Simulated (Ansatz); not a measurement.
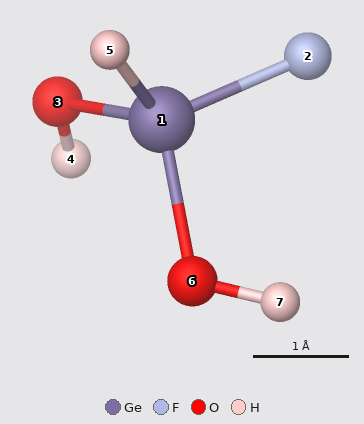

*The starting structure (ball-and-stick view, seen at a tilt; atoms are numbered from 1 in the order of the input). Sticks mark near contacts.*

Bond lengths as drawn: F–Ge 1.73 Å, Ge–H 1.51 Å, Ge–O 1.74 to 1.75 Å and H–O 0.96 Å.

# GeH$_{3}$O$_{2}$F: molecular dynamics (part 1 of 5)

- system: GeH$_{3}$O$_{2}$F
- method: RKS BHLYP-D4/def2-SVP (Ansatz 0.2.0)

It belongs to a series of runs on one base structure; here: dynamics from the start. Figures and captions count atoms from 1; the log counts them from 0 in places.

**Output**
```
Engine: ansatz 0.2.0, aarch64-unknown-linux-gnu
Functional definition: BHLYP
  parameter a = 0.5
  exchange = (1 - a)*b88_x + a*exact_x
  correlation = lyp_c
920 factors; integrals over basis functions are off by at most 3.5e-4 eV
mean field evaluation 1: about -63357.4300 eV, gradient 6.4e1 eV
mean field evaluation 2: about -63354.9899 eV, gradient 7.5e1 eV
mean field evaluation 4: about -63364.1290 eV, gradient 1.8e0 eV
mean field evaluation 8: about -63364.1649 eV, gradient 1.2e-1 eV
mean field evaluation 16: about -63364.1649 eV, gradient 4.5e-5 eV
mean field -63364.16490346 eV, -2328.5901104287 hartree, gradient 4.5e-5 eV, S^2 0.000000; 0 other end points of the search recorded, 0 dependent functions left out
the calculation of the forces begins
reference -63364.16503730 eV, -2328.5901153470 hartree; 30, 30 occupied and 59, 59 virtual orbitals, 920 factors
md step     0: t =     0.00 fs  T =   300.0 K  F+E_penalty+E_count = -63364.30107593 eV  E_kin = 0.193890 eV  conserved = -63364.10718593 eV  (26 SCF iters)
these checks for a lower state are left out or cut short: starts, cluster_reference, orbital_swaps, neighbouring_geometries, increment
920 factors; integrals over basis functions are off by at most 3.6e-4 eV
mean field -63364.16369609 eV, -2328.5900660586 hartree, gradient 1.4e-5 eV, S^2 0.000000; 0 other end points of the search recorded, 0 dependent functions left out
the calculation of the forces begins
reference -63364.16382997 eV, -2328.5900709784 hartree; 30, 30 occupied and 59, 59 virtual orbitals, 920 factors
md step     1: t =     0.50 fs  T =   298.1 K  F+E_penalty+E_count = -63364.29987184 eV  E_kin = 0.192688 eV  conserved = -63364.10718343 eV  (32 SCF iters)
[... from here on the SCF iterations and repeated set-up lines of each step are left out, up to the last step ...]
md step     2: t =     1.00 fs  T =   292.7 K  F+E_penalty+E_count = -63364.29633706 eV  E_kin = 0.189155 eV  conserved = -63364.10718202 eV  (32 SCF iters)
md step     3: t =     1.50 fs  T =   284.1 K  F+E_penalty+E_count = -63364.29078778 eV  E_kin = 0.183602 eV  conserved = -63364.10718609 eV  (32 SCF iters)
md step     4: t =     2.00 fs  T =   273.1 K  F+E_penalty+E_count = -63364.28369795 eV  E_kin = 0.176514 eV  conserved = -63364.10718363 eV  (32 SCF iters)
md step     5: t =     2.50 fs  T =   260.6 K  F+E_penalty+E_count = -63364.27558767 eV  E_kin = 0.168404 eV  conserved = -63364.10718325 eV  (32 SCF iters)
md step     6: t =     3.00 fs  T =   247.2 K  F+E_penalty+E_count = -63364.26692307 eV  E_kin = 0.159739 eV  conserved = -63364.10718447 eV  (32 SCF iters)
md step     7: t =     3.50 fs  T =   233.4 K  F+E_penalty+E_count = -63364.25805824 eV  E_kin = 0.150873 eV  conserved = -63364.10718482 eV  (32 SCF iters)
md step     8: t =     4.00 fs  T =   219.8 K  F+E_penalty+E_count = -63364.24923881 eV  E_kin = 0.142054 eV  conserved = -63364.10718457 eV  (32 SCF iters)
md step     9: t =     4.50 fs  T =   206.5 K  F+E_penalty+E_count = -63364.24063027 eV  E_kin = 0.133448 eV  conserved = -63364.10718246 eV  (32 SCF iters)
md step    10: t =     5.00 fs  T =   193.7 K  F+E_penalty+E_count = -63364.23235326 eV  E_kin = 0.125168 eV  conserved = -63364.10718525 eV  (32 SCF iters)
md step    11: t =     5.50 fs  T =   181.5 K  F+E_penalty+E_count = -63364.22450245 eV  E_kin = 0.117317 eV  conserved = -63364.10718511 eV  (31 SCF iters)
md step    12: t =     6.00 fs  T =   170.1 K  F+E_penalty+E_count = -63364.21712534 eV  E_kin = 0.109944 eV  conserved = -63364.10718169 eV  (32 SCF iters)
md step    13: t =     6.50 fs  T =   159.4 K  F+E_penalty+E_count = -63364.21018867 eV  E_kin = 0.103004 eV  conserved = -63364.10718490 eV  (32 SCF iters)
md step    14: t =     7.00 fs  T =   149.1 K  F+E_penalty+E_count = -63364.20356234 eV  E_kin = 0.096378 eV  conserved = -63364.10718483 eV  (32 SCF iters)
md step    15: t =     7.50 fs  T =   139.1 K  F+E_penalty+E_count = -63364.19705621 eV  E_kin = 0.089874 eV  conserved = -63364.10718182 eV  (32 SCF iters)
md step    16: t =     8.00 fs  T =   128.9 K  F+E_penalty+E_count = -63364.19051180 eV  E_kin = 0.083328 eV  conserved = -63364.10718415 eV  (27 SCF iters)
md step    17: t =     8.50 fs  T =   118.7 K  F+E_penalty+E_count = -63364.18391154 eV  E_kin = 0.076727 eV  conserved = -63364.10718455 eV  (32 SCF iters)
md step    18: t =     9.00 fs  T =   108.7 K  F+E_penalty+E_count = -63364.17745984 eV  E_kin = 0.070277 eV  conserved = -63364.10718256 eV  (31 SCF iters)
md step    19: t =     9.50 fs  T =    99.6 K  F+E_penalty+E_count = -63364.17158571 eV  E_kin = 0.064401 eV  conserved = -63364.10718469 eV  (32 SCF iters)
md step    20: t =    10.00 fs  T =    92.3 K  F+E_penalty+E_count = -63364.16686113 eV  E_kin = 0.059676 eV  conserved = -63364.10718532 eV  (31 SCF iters)
md step    21: t =    10.50 fs  T =    87.7 K  F+E_penalty+E_count = -63364.16385965 eV  E_kin = 0.056676 eV  conserved = -63364.10718347 eV  (32 SCF iters)
md step    22: t =    11.00 fs  T =    86.4 K  F+E_penalty+E_count = -63364.16300464 eV  E_kin = 0.055819 eV  conserved = -63364.10718599 eV  (32 SCF iters)
md step    23: t =    11.50 fs  T =    88.6 K  F+E_penalty+E_count = -63364.16445776 eV  E_kin = 0.057272 eV  conserved = -63364.10718574 eV  (32 SCF iters)
md step    24: t =    12.00 fs  T =    94.2 K  F+E_penalty+E_count = -63364.16808001 eV  E_kin = 0.060896 eV  conserved = -63364.10718368 eV  (32 SCF iters)
md step    25: t =    12.50 fs  T =   102.6 K  F+E_penalty+E_count = -63364.17347747 eV  E_kin = 0.066292 eV  conserved = -63364.10718593 eV  (33 SCF iters)
md step    26: t =    13.00 fs  T =   112.8 K  F+E_penalty+E_count = -63364.18010322 eV  E_kin = 0.072918 eV  conserved = -63364.10718489 eV  (33 SCF iters)
md step    27: t =    13.50 fs  T =   124.1 K  F+E_penalty+E_count = -63364.18737660 eV  E_kin = 0.080193 eV  conserved = -63364.10718383 eV  (32 SCF iters)
md step    28: t =    14.00 fs  T =   135.5 K  F+E_penalty+E_count = -63364.19477758 eV  E_kin = 0.087593 eV  conserved = -63364.10718464 eV  (32 SCF iters)
md step    29: t =    14.50 fs  T =   146.5 K  F+E_penalty+E_count = -63364.20188275 eV  E_kin = 0.094699 eV  conserved = -63364.10718394 eV  (32 SCF iters)
md step    30: t =    15.00 fs  T =   156.6 K  F+E_penalty+E_count = -63364.20836659 eV  E_kin = 0.101182 eV  conserved = -63364.10718465 eV  (32 SCF iters)
md step    31: t =    15.50 fs  T =   165.3 K  F+E_penalty+E_count = -63364.21398919 eV  E_kin = 0.106806 eV  conserved = -63364.10718308 eV  (32 SCF iters)
md step    32: t =    16.00 fs  T =   172.4 K  F+E_penalty+E_count = -63364.21859927 eV  E_kin = 0.111416 eV  conserved = -63364.10718346 eV  (32 SCF iters)
md step    33: t =    16.50 fs  T =   177.9 K  F+E_penalty+E_count = -63364.22216635 eV  E_kin = 0.114981 eV  conserved = -63364.10718503 eV  (27 SCF iters)
md step    34: t =    17.00 fs  T =   182.0 K  F+E_penalty+E_count = -63364.22480566 eV  E_kin = 0.117623 eV  conserved = -63364.10718278 eV  (32 SCF iters)
md step    35: t =    17.50 fs  T =   185.0 K  F+E_penalty+E_count = -63364.22677171 eV  E_kin = 0.119588 eV  conserved = -63364.10718388 eV  (31 SCF iters)
md step    36: t =    18.00 fs  T =   187.6 K  F+E_penalty+E_count = -63364.22840000 eV  E_kin = 0.121215 eV  conserved = -63364.10718456 eV  (32 SCF iters)
md step    37: t =    18.50 fs  T =   190.0 K  F+E_penalty+E_count = -63364.23000560 eV  E_kin = 0.122821 eV  conserved = -63364.10718434 eV  (32 SCF iters)
md step    38: t =    19.00 fs  T =   192.8 K  F+E_penalty+E_count = -63364.23178510 eV  E_kin = 0.124601 eV  conserved = -63364.10718455 eV  (32 SCF iters)
md step    39: t =    19.50 fs  T =   195.8 K  F+E_penalty+E_count = -63364.23374061 eV  E_kin = 0.126558 eV  conserved = -63364.10718277 eV  (32 SCF iters)
md step    40: t =    20.00 fs  T =   198.8 K  F+E_penalty+E_count = -63364.23566565 eV  E_kin = 0.128480 eV  conserved = -63364.10718587 eV  (32 SCF iters)
md step    41: t =    20.50 fs  T =   201.2 K  F+E_penalty+E_count = -63364.23720153 eV  E_kin = 0.130017 eV  conserved = -63364.10718450 eV  (32 SCF iters)
md step    42: t =    21.00 fs  T =   202.3 K  F+E_penalty+E_count = -63364.23792838 eV  E_kin = 0.130748 eV  conserved = -63364.10718073 eV  (32 SCF iters)
md step    43: t =    21.50 fs  T =   201.6 K  F+E_penalty+E_count = -63364.23747602 eV  E_kin = 0.130290 eV  conserved = -63364.10718633 eV  (32 SCF iters)
md step    44: t =    22.00 fs  T =   198.7 K  F+E_penalty+E_count = -63364.23560947 eV  E_kin = 0.128425 eV  conserved = -63364.10718450 eV  (32 SCF iters)
md step    45: t =    22.50 fs  T =   193.5 K  F+E_penalty+E_count = -63364.23226155 eV  E_kin = 0.125081 eV  conserved = -63364.10718052 eV  (32 SCF iters)
md step    46: t =    23.00 fs  T =   186.2 K  F+E_penalty+E_count = -63364.22751794 eV  E_kin = 0.120332 eV  conserved = -63364.10718587 eV  (32 SCF iters)
md step    47: t =    23.50 fs  T =   177.0 K  F+E_penalty+E_count = -63364.22157283 eV  E_kin = 0.114388 eV  conserved = -63364.10718515 eV  (32 SCF iters)
md step    48: t =    24.00 fs  T =   166.4 K  F+E_penalty+E_count = -63364.21469638 eV  E_kin = 0.107514 eV  conserved = -63364.10718207 eV  (32 SCF iters)
md step    49: t =    24.50 fs  T =   154.8 K  F+E_penalty+E_count = -63364.20721997 eV  E_kin = 0.100035 eV  conserved = -63364.10718491 eV  (32 SCF iters)
md step    50: t =    25.00 fs  T =   142.9 K  F+E_penalty+E_count = -63364.19953336 eV  E_kin = 0.092348 eV  conserved = -63364.10718571 eV  (27 SCF iters)
md step    51: t =    25.50 fs  T =   131.3 K  F+E_penalty+E_count = -63364.19206872 eV  E_kin = 0.084885 eV  conserved = -63364.10718351 eV  (33 SCF iters)
md step    52: t =    26.00 fs  T =   120.8 K  F+E_penalty+E_count = -63364.18524701 eV  E_kin = 0.078063 eV  conserved = -63364.10718446 eV  (33 SCF iters)
md step    53: t =    26.50 fs  T =   111.7 K  F+E_penalty+E_count = -63364.17939365 eV  E_kin = 0.072208 eV  conserved = -63364.10718545 eV  (25 SCF iters)
md step    54: t =    27.00 fs  T =   104.4 K  F+E_penalty+E_count = -63364.17465901 eV  E_kin = 0.067475 eV  conserved = -63364.10718437 eV  (25 SCF iters)
md step    55: t =    27.50 fs  T =    98.7 K  F+E_penalty+E_count = -63364.17097985 eV  E_kin = 0.063795 eV  conserved = -63364.10718459 eV  (25 SCF iters)
md step    56: t =    28.00 fs  T =    94.3 K  F+E_penalty+E_count = -63364.16810329 eV  E_kin = 0.060919 eV  conserved = -63364.10718414 eV  (25 SCF iters)
md step    57: t =    28.50 fs  T =    90.5 K  F+E_penalty+E_count = -63364.16567319 eV  E_kin = 0.058489 eV  conserved = -63364.10718400 eV  (26 SCF iters)
md step    58: t =    29.00 fs  T =    86.9 K  F+E_penalty+E_count = -63364.16335783 eV  E_kin = 0.056173 eV  conserved = -63364.10718444 eV  (25 SCF iters)
md step    59: t =    29.50 fs  T =    83.2 K  F+E_penalty+E_count = -63364.16096975 eV  E_kin = 0.053787 eV  conserved = -63364.10718312 eV  (26 SCF iters)
md step    60: t =    30.00 fs  T =    79.5 K  F+E_penalty+E_count = -63364.15854029 eV  E_kin = 0.051356 eV  conserved = -63364.10718389 eV  (26 SCF iters)
md step    61: t =    30.50 fs  T =    76.0 K  F+E_penalty+E_count = -63364.15631935 eV  E_kin = 0.049135 eV  conserved = -63364.10718433 eV  (26 SCF iters)
md step    62: t =    31.00 fs  T =    73.5 K  F+E_penalty+E_count = -63364.15469420 eV  E_kin = 0.047510 eV  conserved = -63364.10718385 eV  (26 SCF iters)
md step    63: t =    31.50 fs  T =    72.5 K  F+E_penalty+E_count = -63364.15406854 eV  E_kin = 0.046884 eV  conserved = -63364.10718457 eV  (26 SCF iters)
md step    64: t =    32.00 fs  T =    73.6 K  F+E_penalty+E_count = -63364.15474325 eV  E_kin = 0.047559 eV  conserved = -63364.10718398 eV  (25 SCF iters)
md step    65: t =    32.50 fs  T =    76.8 K  F+E_penalty+E_count = -63364.15685289 eV  E_kin = 0.049668 eV  conserved = -63364.10718489 eV  (25 SCF iters)
md step    66: t =    33.00 fs  T =    82.3 K  F+E_penalty+E_count = -63364.16037326 eV  E_kin = 0.053189 eV  conserved = -63364.10718435 eV  (25 SCF iters)
md step    67: t =    33.50 fs  T =    89.7 K  F+E_penalty+E_count = -63364.16516814 eV  E_kin = 0.057985 eV  conserved = -63364.10718353 eV  (33 SCF iters)
md step    68: t =    34.00 fs  T =    98.8 K  F+E_penalty+E_count = -63364.17104618 eV  E_kin = 0.063861 eV  conserved = -63364.10718505 eV  (32 SCF iters)
md step    69: t =    34.50 fs  T =   109.2 K  F+E_penalty+E_count = -63364.17778469 eV  E_kin = 0.070601 eV  conserved = -63364.10718371 eV  (32 SCF iters)
md step    70: t =    35.00 fs  T =   120.6 K  F+E_penalty+E_count = -63364.18512044 eV  E_kin = 0.077936 eV  conserved = -63364.10718445 eV  (28 SCF iters)
md step    71: t =    35.50 fs  T =   132.4 K  F+E_penalty+E_count = -63364.19273287 eV  E_kin = 0.085548 eV  conserved = -63364.10718460 eV  (31 SCF iters)
md step    72: t =    36.00 fs  T =   144.0 K  F+E_penalty+E_count = -63364.20023550 eV  E_kin = 0.093052 eV  conserved = -63364.10718311 eV  (32 SCF iters)
md step    73: t =    36.50 fs  T =   154.8 K  F+E_penalty+E_count = -63364.20721353 eV  E_kin = 0.100028 eV  conserved = -63364.10718577 eV  (32 SCF iters)
md step    74: t =    37.00 fs  T =   164.2 K  F+E_penalty+E_count = -63364.21329774 eV  E_kin = 0.106114 eV  conserved = -63364.10718388 eV  (32 SCF iters)
md step    75: t =    37.50 fs  T =   171.9 K  F+E_penalty+E_count = -63364.21825219 eV  E_kin = 0.111069 eV  conserved = -63364.10718324 eV  (32 SCF iters)
md step    76: t =    38.00 fs  T =   177.7 K  F+E_penalty+E_count = -63364.22204821 eV  E_kin = 0.114862 eV  conserved = -63364.10718641 eV  (32 SCF iters)
md step    77: t =    38.50 fs  T =   182.1 K  F+E_penalty+E_count = -63364.22487318 eV  E_kin = 0.117689 eV  conserved = -63364.10718433 eV  (32 SCF iters)
md step    78: t =    39.00 fs  T =   185.5 K  F+E_penalty+E_count = -63364.22706495 eV  E_kin = 0.119880 eV  conserved = -63364.10718449 eV  (31 SCF iters)
md step    79: t =    39.50 fs  T =   188.4 K  F+E_penalty+E_count = -63364.22898080 eV  E_kin = 0.121795 eV  conserved = -63364.10718586 eV  (32 SCF iters)
md step    80: t =    40.00 fs  T =   191.3 K  F+E_penalty+E_count = -63364.23084798 eV  E_kin = 0.123662 eV  conserved = -63364.10718554 eV  (33 SCF iters)
md step    81: t =    40.50 fs  T =   194.2 K  F+E_penalty+E_count = -63364.23267427 eV  E_kin = 0.125489 eV  conserved = -63364.10718544 eV  (33 SCF iters)
md step    82: t =    41.00 fs  T =   196.6 K  F+E_penalty+E_count = -63364.23424345 eV  E_kin = 0.127060 eV  conserved = -63364.10718337 eV  (32 SCF iters)
md step    83: t =    41.50 fs  T =   198.1 K  F+E_penalty+E_count = -63364.23520441 eV  E_kin = 0.128019 eV  conserved = -63364.10718511 eV  (33 SCF iters)
md step    84: t =    42.00 fs  T =   198.1 K  F+E_penalty+E_count = -63364.23520739 eV  E_kin = 0.128022 eV  conserved = -63364.10718500 eV  (33 SCF iters)
md step    85: t =    42.50 fs  T =   196.3 K  F+E_penalty+E_count = -63364.23402119 eV  E_kin = 0.126839 eV  conserved = -63364.10718174 eV  (33 SCF iters)
md step    86: t =    43.00 fs  T =   192.5 K  F+E_penalty+E_count = -63364.23159264 eV  E_kin = 0.124409 eV  conserved = -63364.10718413 eV  (33 SCF iters)
md step    87: t =    43.50 fs  T =   187.0 K  F+E_penalty+E_count = -63364.22803944 eV  E_kin = 0.120854 eV  conserved = -63364.10718507 eV  (33 SCF iters)
md step    88: t =    44.00 fs  T =   180.1 K  F+E_penalty+E_count = -63364.22360032 eV  E_kin = 0.116418 eV  conserved = -63364.10718216 eV  (27 SCF iters)
md step    89: t =    44.50 fs  T =   172.4 K  F+E_penalty+E_count = -63364.21857644 eV  E_kin = 0.111393 eV  conserved = -63364.10718295 eV  (33 SCF iters)
md step    90: t =    45.00 fs  T =   164.2 K  F+E_penalty+E_count = -63364.21328756 eV  E_kin = 0.106103 eV  conserved = -63364.10718501 eV  (25 SCF iters)
md step    91: t =    45.50 fs  T =   156.1 K  F+E_penalty+E_count = -63364.20806312 eV  E_kin = 0.100880 eV  conserved = -63364.10718335 eV  (25 SCF iters)
md step    92: t =    46.00 fs  T =   148.6 K  F+E_penalty+E_count = -63364.20325080 eV  E_kin = 0.096068 eV  conserved = -63364.10718246 eV  (25 SCF iters)
md step    93: t =    46.50 fs  T =   142.4 K  F+E_penalty+E_count = -63364.19921474 eV  E_kin = 0.092030 eV  conserved = -63364.10718466 eV  (24 SCF iters)
md step    94: t =    47.00 fs  T =   137.9 K  F+E_penalty+E_count = -63364.19630662 eV  E_kin = 0.089122 eV  conserved = -63364.10718472 eV  (25 SCF iters)
md step    95: t =    47.50 fs  T =   135.6 K  F+E_penalty+E_count = -63364.19479697 eV  E_kin = 0.087613 eV  conserved = -63364.10718361 eV  (25 SCF iters)
md step    96: t =    48.00 fs  T =   135.5 K  F+E_penalty+E_count = -63364.19478677 eV  E_kin = 0.087603 eV  conserved = -63364.10718392 eV  (24 SCF iters)
md step    97: t =    48.50 fs  T =   137.6 K  F+E_penalty+E_count = -63364.19613946 eV  E_kin = 0.088954 eV  conserved = -63364.10718500 eV  (24 SCF iters)
md step    98: t =    49.00 fs  T =   141.3 K  F+E_penalty+E_count = -63364.19848470 eV  E_kin = 0.091300 eV  conserved = -63364.10718462 eV  (24 SCF iters)
md step    99: t =    49.50 fs  T =   145.6 K  F+E_penalty+E_count = -63364.20129700 eV  E_kin = 0.094115 eV  conserved = -63364.10718240 eV  (33 SCF iters)
md step   100: t =    50.00 fs  T =   149.8 K  F+E_penalty+E_count = -63364.20402407 eV  E_kin = 0.096839 eV  conserved = -63364.10718465 eV  (32 SCF iters)
md step   101: t =    50.50 fs  T =   153.2 K  F+E_penalty+E_count = -63364.20622337 eV  E_kin = 0.099038 eV  conserved = -63364.10718498 eV  (31 SCF iters)
md step   102: t =    51.00 fs  T =   155.4 K  F+E_penalty+E_count = -63364.20764735 eV  E_kin = 0.100465 eV  conserved = -63364.10718227 eV  (32 SCF iters)
md step   103: t =    51.50 fs  T =   156.4 K  F+E_penalty+E_count = -63364.20826732 eV  E_kin = 0.101082 eV  conserved = -63364.10718537 eV  (32 SCF iters)
md step   104: t =    52.00 fs  T =   156.4 K  F+E_penalty+E_count = -63364.20823741 eV  E_kin = 0.101053 eV  conserved = -63364.10718484 eV  (32 SCF iters)
md step   105: t =    52.50 fs  T =   155.7 K  F+E_penalty+E_count = -63364.20782468 eV  E_kin = 0.100641 eV  conserved = -63364.10718370 eV  (32 SCF iters)
md step   106: t =    53.00 fs  T =   155.0 K  F+E_penalty+E_count = -63364.20733980 eV  E_kin = 0.100154 eV  conserved = -63364.10718599 eV  (32 SCF iters)
md step   107: t =    53.50 fs  T =   154.6 K  F+E_penalty+E_count = -63364.20707289 eV  E_kin = 0.099889 eV  conserved = -63364.10718429 eV  (27 SCF iters)
md step   108: t =    54.00 fs  T =   154.8 K  F+E_penalty+E_count = -63364.20725462 eV  E_kin = 0.100069 eV  conserved = -63364.10718523 eV  (32 SCF iters)
md step   109: t =    54.50 fs  T =   156.0 K  F+E_penalty+E_count = -63364.20803460 eV  E_kin = 0.100849 eV  conserved = -63364.10718553 eV  (32 SCF iters)
md step   110: t =    55.00 fs  T =   158.2 K  F+E_penalty+E_count = -63364.20945747 eV  E_kin = 0.102273 eV  conserved = -63364.10718420 eV  (32 SCF iters)
md step   111: t =    55.50 fs  T =   161.3 K  F+E_penalty+E_count = -63364.21144701 eV  E_kin = 0.104261 eV  conserved = -63364.10718575 eV  (32 SCF iters)
```
